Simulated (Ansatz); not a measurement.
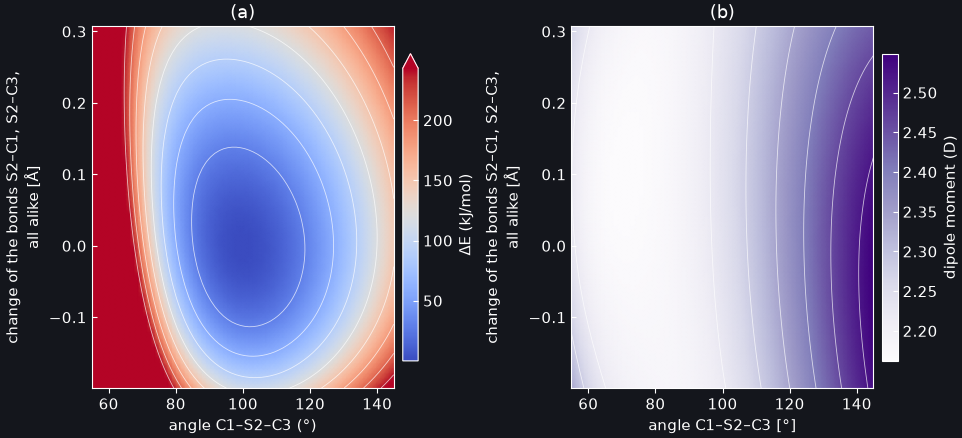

C₂H₈OSSi, SMILES CSC[SiH2]O. The first coordinate is: angle C1–S2–C3; the second: change of the bonds S2–C1, S2–C3, all alike. Nothing is relaxed (all other coordinates rigid). The grid has 13 × 13 points. Points are written as (first, second). Energies: kJ/mol, counted from the relaxed molecule at the same level. Level of theory: RKS SPW92 (LDA)/def2-SVP (Ansatz).

Panel (a) is the energy and panel (b) the computed dipole moment on the same grid.

The picture shows a smooth colour map with a few white contour lines, one colour for all values above the top of the scale. Between grid points the surface is interpolated.

How does the dipole moment vary over the map, and what is it at the lowest grid point?

Leaving out the highest fifth of the energies, it runs from 2.16 D at (69.9°, 0.096 Å) to 2.55 D at (144.9°, −0.072 Å). At the lowest grid point, (99.9°, 0.012 Å), it is 2.24 D.
